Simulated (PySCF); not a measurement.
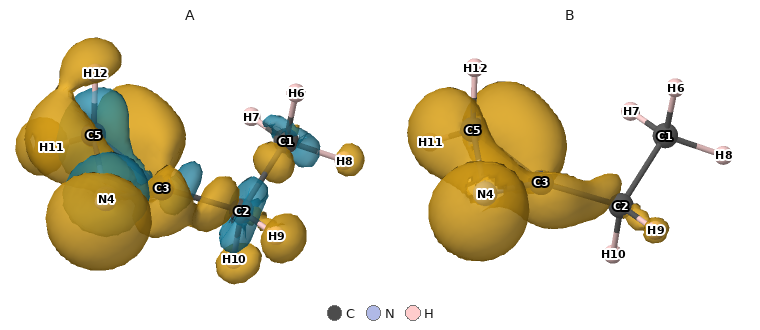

Figure 1: C4H7N, SMILES `CCC1=NC1`. The Fukui function f⁻ from two separate SCF calculations and the density of the HOMO, at ±0.03 e/Å³ (yellow positive, teal negative).

Computed with PySCF, ωB97X/6-31+G*, geometry: GFN2-xTB. No frequency check shows the geometry to be a minimum.

Input script:

```python
import numpy as np
from pyscf import gto, scf, dft
from pyscf.scf import atom_ks, atom_hf
from scipy.linalg import block_diag

def solve(mol, dm0=None, hcore=None):
    mf = (dft.UKS if mol.spin else dft.RKS)(mol, xc='wb97x')
    mf.grids.level = 3
    mf = mf.density_fit(auxbasis='def2-universal-jkfit')
    mf.conv_tol, mf.max_cycle = 1e-8, 80
    if hcore is not None:
        mf.get_hcore = lambda *args: hcore
    mf.kernel(dm0)
    if not mf.converged:
        mf = mf.newton().run(mf.mo_coeff, mf.mo_occ, max_cycle=30)
    assert mf.converged, 'SCF not converged'
    return mf

mol = gto.M(atom='''
C      1.89808     0.48764     0.12593
C      0.95160    -0.67315    -0.17463
C     -0.44830    -0.28534    -0.02523
N     -1.62322    -0.63624     0.24242
C     -1.40628     0.80412    -0.11923
H      1.79134     0.80773     1.15996
H      1.68010     1.33454    -0.52099
H      2.92887     0.18235    -0.03538
H      1.16027    -1.52777     0.47469
H      1.08972    -1.00396    -1.21010
H     -1.77142     1.13012    -1.08492
H     -1.48700     1.53096     0.67874
''', basis='6-31+g*', charge=0, spin=0, verbose=4)
mf = solve(mol)
out = dict(e0=mf.e_tot, dm0=mf.make_rdm1(), c=mf.mo_coeff, occ=mf.mo_occ, eps=mf.mo_energy)
for name, dq, spin in [('cation', 1, 1), ('anion', -1, 1)]:
    ion = mol.copy().set(charge=mol.charge + dq, spin=spin).build()
    mi = solve(ion)
    if spin and dq > 0 and mol.nao < 130:
        c, _, stable, _ = mi.stability(return_status=True)
        if not stable:
            mi = solve(ion, mi.make_rdm1(c, mi.mo_occ))
    print(name, 'vertical energy change / eV', (mi.e_tot - mf.e_tot) * 27.211386)
    out.update({'e_' + name: mi.e_tot, 'dm_' + name: mi.make_rdm1(), 's2_' + name: mi.spin_square()[0], 'eps_' + name: mi.mo_energy, 'occ_' + name: mi.mo_occ})
# spherically averaged free atoms, for the promolecule
atm = atom_ks.get_atm_nrks(mol, xc='wb97x')
pro = block_diag(*[(atm[a[0]][2] * atm[a[0]][3]) @ atm[a[0]][2].T for a in mol._atom])
np.savez('result.npz', pro=pro, **out)
```

Run with:

```sh
OMP_NUM_THREADS=1 python input.py
```

The run took 5.4 min on 1 thread of Arm Neoverse N1, on a shared host, peak memory 0.65 GiB.

Partitions, critical points and surface values were worked out afterwards from this run's density.

Q: Which panel is which, and how good is the frozen-orbital picture?

A: A is f⁻ (it has negative regions), B the HOMO density. The HOMO lies on N4 (40 %), C5 (30 %) and C3 (17 %); f⁻ (Hirshfeld-condensed) is largest on N4 (0.26) and C5 (0.21); the vertical ionisation energy is 9.81 eV. Relaxation shifts 25 % of the electron between atoms. The orbital energy is −9.85 eV.
